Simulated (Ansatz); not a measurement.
C4H7NO2: several calculations on one system

Part 1: Relaxation

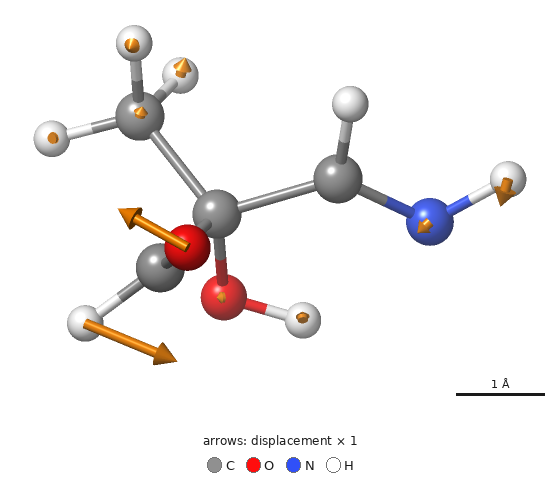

This is a relaxation of C4H7NO2. The starting structure is drawn; orange arrows show the displacements, at their true length. The two geometries are superimposed by the best rigid fit.

The picture is a ball-and-stick view, seen from a free direction.

The run prepares an end point of a later path (hydrogen shift) calculation, from a guessed geometry.

Level of theory: RKS LDA/6-31G* (Ansatz).

The input:
```yaml
crystal:
  periodic: [false, false, false]
  atoms:
    - { symbol: C, position_ang: [-0.4608, -0.5472, 1.3792] }
    - { symbol: C, position_ang: [0.2545, -0.1881, 0.0921] }
    - { symbol: O, position_ang: [0.7263, -1.4057, -0.4607] }
    - { symbol: C, position_ang: [-0.5983, 0.464, -0.9326] }
    - { symbol: "N", position_ang: [-0.8253, -0.09, -2.1171] }
    - { symbol: C, position_ang: [1.4247, 0.744, 0.4236] }
    - { symbol: O, position_ang: [1.4273, 1.9525, 0.2982] }
    - { symbol: H, position_ang: [-1.3068, -1.1638, 1.1557] }
    - { symbol: H, position_ang: [0.1383, -0.9865, 2.1417] }
    - { symbol: H, position_ang: [-0.9108, 0.405, 1.8562] }
    - { symbol: H, position_ang: [0.541, -1.3612, -1.3865] }
    - { symbol: H, position_ang: [-1.1752, 1.3921, -0.6307] }
    - { symbol: H, position_ang: [-1.5288, 0.5161, -2.6689] }
    - { symbol: H, position_ang: [2.2812, 0.2395, 0.8787] }
basis:
  gaussian: { orbitals: "6-31G*" }
hamiltonian:
  xc: lda
relax:
  f_tol: 0.02
  max_steps: 50
```

Command:
```bash
ansatz run input.yaml --threads 2 --pin off --max-ram 3072MiB --backend cpu --events-out ev --progress --plain --runs-dir out
```

> Describe the change and its energy.

The largest move after the best rigid fit is that of H14, 1.17 Å. By element the largest moves are H 1.17 Å, O 0.96 Å, N 0.20 Å, C 0.13 Å. Some distances before and after: O3–H11 0.945 → 1.005 Å, C4–N5 1.327 → 1.273 Å, C1–H10 1.156 → 1.105 Å, N5–H13 1.080 → 1.031 Å. Bond angles that change, for instance: C2–C1–H9 116.1° → 108.7°, N5–C4–H12 119.5° → 126.8°, C1–C2–O3 106.5° → 113.2°. Groups turn about C2–C6 by about 65°. Over 22 accepted moves (27 points after the start) the energy falls by 58.3 kJ/mol. The largest force component goes from 3.2 to 0.004 eV/Å. The line search rejected the trial steps at points 7, 11, 18, 23, 26 of the run.

Part 2: Relaxation

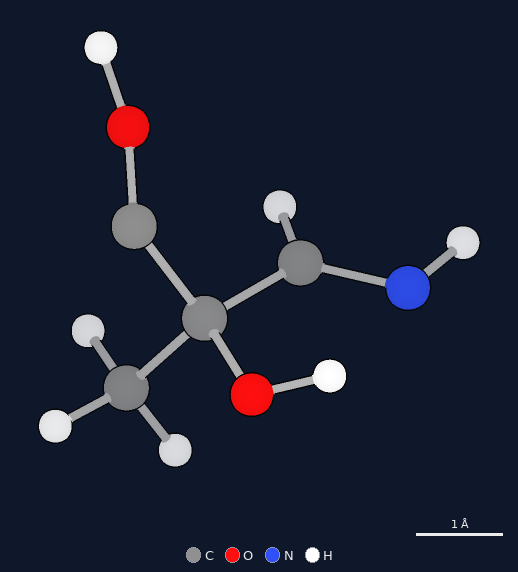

This is the input geometry for a relaxation of C4H7NO2. Style: ball-and-stick. Shown at a tilt.

The run prepares an end point of a later path (hydrogen shift) calculation, from a guessed geometry.

Level of theory: RKS LDA/6-31G* in Ansatz.

The input:
```yaml
crystal:
  periodic: [false, false, false]
  atoms:
    - { symbol: C, position_ang: [-0.4608, -0.5472, 1.3792] }
    - { symbol: C, position_ang: [0.2545, -0.1881, 0.0921] }
    - { symbol: O, position_ang: [0.7263, -1.4057, -0.4607] }
    - { symbol: C, position_ang: [-0.5983, 0.464, -0.9326] }
    - { symbol: "N", position_ang: [-0.8253, -0.09, -2.1171] }
    - { symbol: C, position_ang: [1.4247, 0.744, 0.4236] }
    - { symbol: O, position_ang: [1.4273, 1.9525, 0.2982] }
    - { symbol: H, position_ang: [-1.3068, -1.1638, 1.1557] }
    - { symbol: H, position_ang: [0.1383, -0.9865, 2.1417] }
    - { symbol: H, position_ang: [-0.9108, 0.405, 1.8562] }
    - { symbol: H, position_ang: [0.541, -1.3612, -1.3865] }
    - { symbol: H, position_ang: [-1.1752, 1.3921, -0.6307] }
    - { symbol: H, position_ang: [-1.5288, 0.5161, -2.6689] }
    - { symbol: H, position_ang: [1.77864, 2.87554, 0.36649] }
basis:
  gaussian: { orbitals: "6-31G*" }
hamiltonian:
  xc: lda
relax:
  f_tol: 0.02
  max_steps: 50
```

Launched with:
```bash
ansatz run input.yaml --threads 2 --pin off --max-ram 3072MiB --backend cpu --events-out ev --progress --plain --runs-dir out
```

### Predict the outcome.

The energy falls by 51.8 kcal/mol in 12 accepted moves (13 points after the start). Largest force component: 5.9 eV/Å at the start, 0.0084 eV/Å at the end. The line search rejected the trial step at point 11 of the run. The largest move after the best rigid fit is that of H14, 0.62 Å. By element the largest moves are H 0.62 Å, O 0.48 Å, C 0.21 Å, N 0.07 Å. Among the contacts that change: C6–O7 1.215 → 1.322 Å, O3–H11 0.945 → 1.001 Å, C4–N5 1.327 → 1.276 Å, C1–H10 1.156 → 1.105 Å. Bond angles that change, for instance: C6–O7–H14 157.1° → 107.2°, C2–C6–O7 125.8° → 107.5°, C1–C2–C6 108.7° → 101.7°. Groups turn about C2–C6 by about 25°.

Step by step:

| step | E − E(0), kcal/mol | largest force component, eV/Å | note |
| --- | --- | --- | --- |
| 0 | 0.00 | 5.8680 |  |
| 1 | -23.08 | 3.4873 |  |
| 2 | -34.36 | 2.7620 |  |
| 3 | -46.59 | 0.9594 |  |
| 4 | -47.50 | 1.1182 |  |
| 5 | -48.19 | 1.3406 |  |
| 6 | -50.70 | 0.2667 |  |
| 7 | -51.28 | 0.2661 |  |
| 8 | -51.50 | 0.4453 |  |
| 9 | -51.65 | 0.3564 |  |
| 10 | -51.75 | 0.1505 |  |
| 11 | -51.74 | 0.0918 | rejected |
| 12 | -51.79 | 0.0467 |  |
| 13 | -51.79 | 0.0084 |  |

Final geometry:

```xyz
14

C    -0.3798   -0.3609    1.3404
C     0.2851   -0.1763   -0.0313
O     0.7112   -1.3972   -0.5311
C    -0.6580    0.4705   -0.9917
N    -0.8590   -0.1437   -2.0916
C     1.4730    0.7035    0.3175
O     1.0141    1.9251    0.5313
H    -1.1089   -1.1853    1.2520
H     0.3880   -0.6527    2.0825
H    -0.8760    0.5647    1.6838
H     0.2865   -1.4323   -1.4372
H    -1.0812    1.4535   -0.7061
H    -1.4846    0.3648   -2.7354
H     1.7743    2.4730    0.8335
```

After the run, drawn alike:

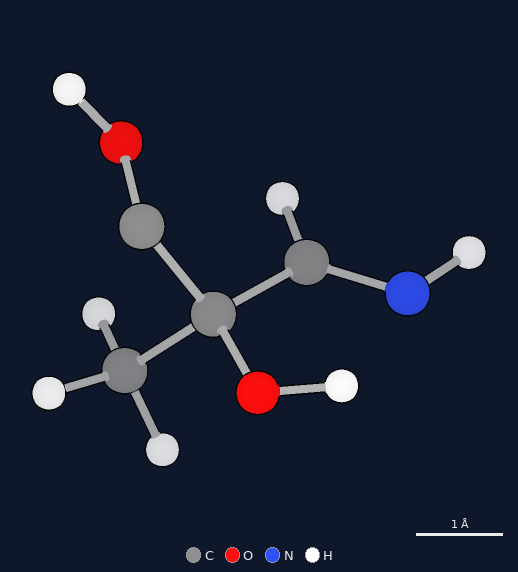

Part 3: Path

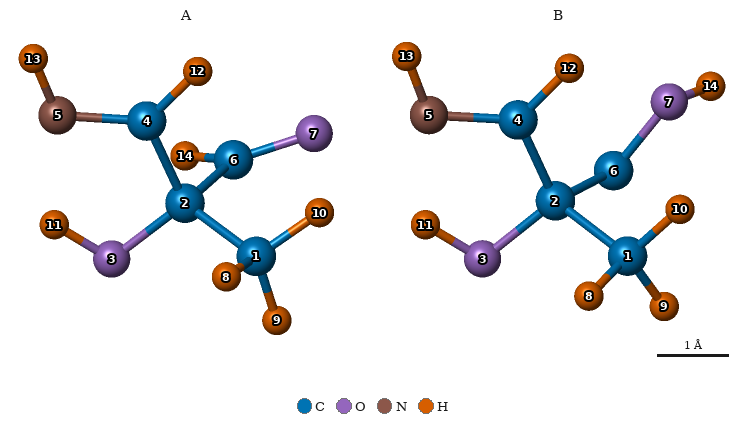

The two relaxed end points of a path for C$_{4}$H$_{7}$NO$_{2}$. Style: ball-and-stick. Shown from a free direction.

All numbers below come from RKS LDA/6-31G* (Ansatz 0.2.0).

Set-up: 5 movable images; climbing image; force threshold 0.05 eV/Å; iteration limit 60.

Start:
```xyz
14

C    -0.5690   -0.4400    1.4052
C     0.2315   -0.2283    0.1350
O     0.7757   -1.3983   -0.3682
C    -0.6106    0.4300   -0.9214
N    -0.6249   -0.1474   -2.0557
C     1.3678    0.7635    0.4029
O     1.3133    1.6678    1.2043
H    -1.5002   -0.9949    1.1979
H     0.0410   -1.0263    2.1145
H    -0.7995    0.5368    1.8672
H     0.4461   -1.4221   -1.3174
H    -1.1406    1.3630   -0.6458
H    -1.2157    0.3233   -2.7577
H     2.2724    0.5436   -0.2319
```

End:
```xyz
14

C    -0.4853   -0.4513    1.3699
C     0.2394   -0.4229    0.0164
O     0.4181   -1.7110   -0.4643
C    -0.5248    0.3930   -0.9738
N    -0.8188   -0.1792   -2.0754
C     1.5732    0.1978    0.3935
O     1.3700    1.4899    0.5874
H    -1.3659   -1.1092    1.2657
H     0.1862   -0.8864    2.1349
H    -0.7893    0.5603    1.6939
H     0.0193   -1.6683   -1.3818
H    -0.7441    1.4452   -0.7058
H    -1.3092    0.4396   -2.7395
H     2.2185    1.8732    0.9078
```

### Predict the minimum-energy path and its barrier.

The highest point, image 5, lies 256.5 kJ/mol above the start and 4.4 kJ/mol above the end; the end is at +252.0 kJ/mol relative to the start. A hydrogen atom shifts from one atom to another. Breaking: C6–H14 (1.13 → 1.87 at the top → 1.87 Å). Forming: O7–H14 (2.06 → 0.99 at the top → 0.98 Å). The band is converged. At the top, the vibrational analysis gives one imaginary mode (93i cm⁻¹), as a transition state must have.

Energies of the converged images:

```json
{"image": "0", "path (Å)": "0.00", "E (kJ/mol)": "0.0"}
{"image": "1", "path (Å)": "1.08", "E (kJ/mol)": "4.5"}
{"image": "2", "path (Å)": "2.16", "E (kJ/mol)": "12.0"}
{"image": "3", "path (Å)": "3.24", "E (kJ/mol)": "184.1"}
{"image": "4", "path (Å)": "4.32", "E (kJ/mol)": "249.4"}
{"image": "5", "path (Å)": "5.40", "E (kJ/mol)": "256.5"}
{"image": "6", "path (Å)": "6.39", "E (kJ/mol)": "252.0"}
```

The geometry at the top of the path:

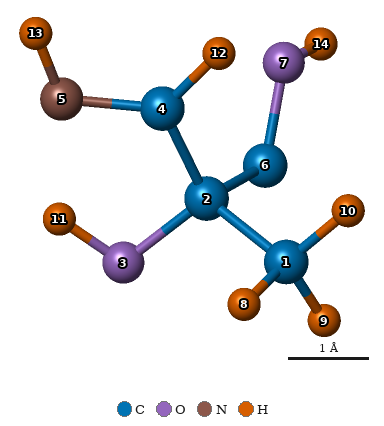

The run took 2.3 min on 2 threads of Arm Neoverse V1, on a shared host, peak memory 0.16 GiB.
